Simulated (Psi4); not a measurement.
# A workflow on CH5AlO (SMILES C[O][AlH2])

Wanted: a structure relaxation (PBE-D4/def2-SVP), then a geometry optimisation (PBE0-D4/def2-TZVP) of CH5AlO. 

Program for the calculation: Psi4 1.11.

## 1. The molecule

CH5AlO has 8 atoms, charge 0, and is taken as a singlet. As SMILES, `C[O][AlH2]`. Geometry: a GFN2-xTB, rattled relaxation, a rough one for these elements and not checked as a minimum. The run starts from this shape.

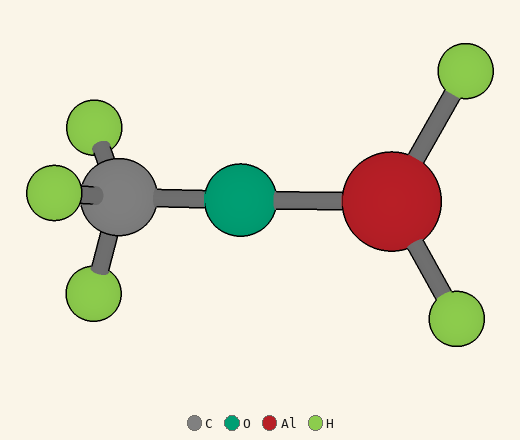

The structure, seen from a chosen angle (carbon grey, oxygen teal, aluminium red, hydrogen green).

## 2. A geometry optimisation at PBE-D4/def2-SVP (density fitting) (run 1)

Input file calc.inp:

```
memory 3300 MB

molecule molecule1 {
  0 1
  C     -0.444461     1.174481    -0.397927
  O      0.014272    -0.009060     0.043001
  Al     0.633282    -1.457771     0.519972
  H     -1.210985     0.973341    -1.263995
  H      0.253011     1.816383    -0.740220
  H     -1.066618     1.702610     0.399727
  H      2.107932    -1.491465     1.122526
  H     -0.152217    -2.684809     0.421147
  symmetry c1
}

set scf_type df
set geom_maxiter 40
set max_force_g_convergence 0.0005
set opt_coordinates both

opt('pbe-d4/def2-SVP')
print_variables()
```

Command:

```console
$ psi4 -n 2 calc.inp calc.out
```

calc.out:

```text
[...]
  Running in c1 symmetry.
[...]
  Nuclear repulsion =  102.358015168949791
[...]
  Multiplicity = 1
[...]
  Nalpha       = 16
  Nbeta        = 16
[...]
    Number of basis functions: 71
[...]
   @DF-RKS iter   1:  -357.99192712398786   -1.72759e-01   1.15442e-02 DIIS/ADIIS
[...]
   @DF-RKS iter   7:  -358.33679162636605   -8.98126e-12   5.78852e-09 DIIS
[...]
    Orbital Energies [Eh]
    ---------------------
    Doubly Occupied:
       1A    -55.379805     2A    -18.744931     3A     -9.947962
       4A     -3.935203     5A     -2.546192     6A     -2.539616
       7A     -2.536311     8A     -0.892370     9A     -0.601482
      10A     -0.442827    11A     -0.391318    12A     -0.390048
      13A     -0.325254    14A     -0.270523    15A     -0.244686
      16A     -0.223179
[...]
  @DF-RKS Final Energy:  -358.33679162636605
   => Energetics <=
    Nuclear Repulsion Energy =             99.7296631600777772
    One-Electron Energy =                -692.9534068312245836
    Two-Electron Energy =                 269.1052184811107395
    DFT Exchange-Correlation Energy =     -34.2145742080972113
    Empirical Dispersion Energy =          -0.0036922282327348
    VV10 Nonlocal Energy =                  0.0000000000000000
    Total Energy =                       -358.3367916263660504
[...]
 Multipole Moments:
 ------------------------------------------------------------------------------------
     Multipole            Electronic (a.u.)      Nuclear  (a.u.)        Total (a.u.)
 ------------------------------------------------------------------------------------
 L = 1.  Multiply by 2.5417464519 to convert [e a0] to [Debye]
 Dipole X            :          1.3039118           -1.4642819           -0.1603701
 Dipole Y            :         -2.8995052            3.2780204            0.3785152
 Dipole Z            :          1.1206039           -1.2672131           -0.1466092
 Magnitude           :                                                    0.4364477
[...]
  -Total Gradient:
     Atom            X                  Y                   Z
    ------   -----------------  -----------------  -----------------
       1       -0.000008330274     0.000144631429     0.000166417713
       2       -0.000046985596    -0.000424281986     0.000019418831
       3       -0.000041410310     0.000627182498    -0.000097560427
       4       -0.000231420472    -0.000187170195    -0.000125557649
       5        0.000317526101    -0.000086340656     0.000007964078
       6       -0.000070807549    -0.000137585832     0.000025025825
       7       -0.000125551940    -0.000340192087    -0.000016619492
       8        0.000215606060     0.000395630910     0.000001947844
[...]
```

The script printed:

```text
Optimizer: Optimization complete!
```

Run time: 27 s. Hardware: 2 threads of Intel Xeon Platinum 8259CL at 2.50GHz (Skylake/Cascade Lake), shared host; peak memory 0.59 GiB.

Step by step:

| step | energy from the first frame kept (eV) | largest force (eV/Å) |
| --- | --- | --- |
| 0 | 0.0000 | 5.8583 |
| 1 | -0.4380 | 1.4737 |
| 2 | -0.4984 | 0.2659 |
| 3 | -0.5044 | 0.0882 |
| 4 | -0.5053 | 0.0327 |

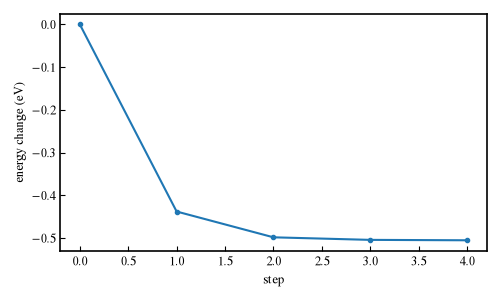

Energy along the run.

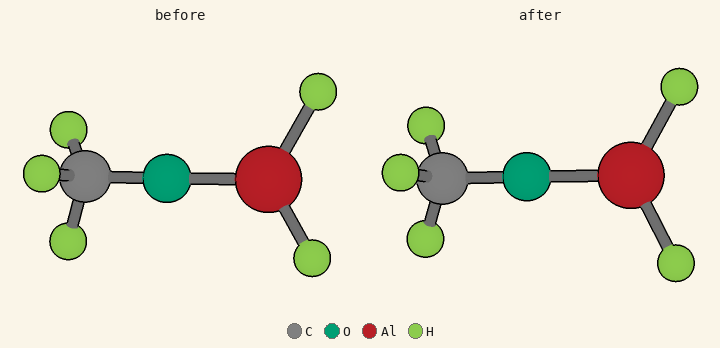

Before and after, at one scale.

After the run. Bond lengths: C1–O2 1.384 Å, O2–Al3 1.687 Å, C1–H4 1.116 Å, C1–H5 1.115 Å, C1–H6 1.114 Å, Al3–H7 1.596 Å, Al3–H8 1.595 Å. Angles: C1–O2–Al3 177.3°, O2–C1–H4 111.7°, O2–C1–H5 111.7°, O2–C1–H6 111.1°, O2–Al3–H7 118.7°, O2–Al3–H8 117.9°, H4–C1–H5 107.7°, H4–C1–H6 107.1°, H5–C1–H6 107.3°, H7–Al3–H8 123.4°.

## 3. A structure relaxation at PBE0-D4/def2-TZVP (density fitting) (run 2)

Input file job.dat:

```
memory 3300 mb

molecule geom {
  0 1
  C     -0.520195     1.189139    -0.427477
  O      0.005817    -0.002597     0.041069
  Al     0.673103    -1.469959     0.537913
  H     -1.227245     1.023373    -1.274285
  H      0.279105     1.880919    -0.783226
  H     -1.085405     1.720168     0.372734
  H      2.156119    -1.476313     1.127563
  H     -0.221580    -2.782883     0.398586
  symmetry c1
}

set basis def2-TZVP
set reference rks
set scf_type df
set geom_maxiter 80
set max_force_g_convergence 0.0002

e_tot, wfn = opt("pbe0-d4", return_wfn=True)
```

Command:

```console
$ psi4 job.dat job.out -n 2
```

job.out:

```text
Psi4 1.11 release

gradient() will perform analytic gradient computation.

   => Loading Basis Set <=

    Name: DEF2-TZVP
    Role: ORBITAL
    Keyword: BASIS

   => PBE0-D4(BJ,EEQ)ATM: Empirical Dispersion <=

        a1 =       0.400856
        a2 =       5.029288
       alp =      16.000000
        s6 =       1.000000
        s8 =       1.200655
        s9 =       1.000000
        ga =       3.000000
        gc =       2.000000
        wf =       6.000000

         ---------------------------------------------------------
                                   SCF
                              RKS Reference
                        2 Threads,   3147 MiB Core
         ---------------------------------------------------------

  ==> Geometry <==

    Molecular point group: c1
    Full point group: C1

    Geometry (in Angstrom), charge = 0, multiplicity = 1:

[... 89 lines left out ...]
    Weights Tolerance      =       1.00E-15
[... 62 lines left out ...]
   @DF-RKS iter   6:  -358.59092796207693   -1.31450e-04   2.18273e-05 DIIS
[... 38 lines left out ...]
  @DF-RKS Final Energy:  -358.59093105494617
[... 24 lines left out ...]
 Dipole X            :          1.3514410           -1.4642843           -0.1128433
[... 199 lines left out ...]
                           Total Energy        Delta E     RMS |[F,P]|
[... 34 lines left out ...]
    Final Occupation by Irrep:
[... 15 lines left out ...]
    Total Energy =                       -358.5929802394236390
[... 116 lines left out ...]
	  Convergence Criteria              o    2.00e-04 *             o             o             o
[... 25 lines left out ...]
PsiException: Could not converge geometry optimization in 80 iterations.

psi4.driver.p4util.exceptions.OptimizationConvergenceError: Could not converge geometry optimization in 80 iterations.

Printing out the relevant lines from the Psithon --> Python processed input file:
    core.set_global_option("BASIS", "def2-TZVP")
    core.set_global_option("REFERENCE", "rks")
    core.set_global_option("SCF_TYPE", "df")
    core.set_global_option("GEOM_MAXITER", 80)
    core.set_global_option("MAX_FORCE_G_CONVERGENCE", 0.0002)
--> e_tot, wfn = opt("pbe0-d4", return_wfn=True)

!-------------------------------------------------------------!
!                                                             !
!  Could not converge geometry optimization in 80 iterations. !
!                                                             !
!-------------------------------------------------------------!

    Psi4 run time: 0:06:58.70

[set-up sections that repeat, and orbital energies of the middle runs, are left out above]
```

Wall time 7 min (2 threads of Intel Xeon Platinum 8259CL at 2.50GHz (Skylake/Cascade Lake), shared host); peak memory 0.93 GiB.

No converged result was reached.

## 4. Results

| quantity | value |
| --- | --- |
| run 1, PBE-D4/def2-SVP: total energy at the end | -358.33679 Eh |
| run 1, PBE-D4/def2-SVP: dipole moment | 1.11 D |
| run 1, PBE-D4/def2-SVP: HOMO energy | -6.07 eV |
| run 1, PBE-D4/def2-SVP: LUMO energy | -1.56 eV |
| run 1, PBE-D4/def2-SVP: HOMO–LUMO gap | 4.51 eV |
| run 1, PBE-D4/def2-SVP: dispersion energy | -9.69 kJ/mol |
| run 2, PBE0-D4/def2-TZVP | no result (not converged) |

The optimisation (run 1, PBE-D4/def2-SVP) took 5 steps and changed the energy by -0.505 eV. 1 of the 2 runs did not end normally.
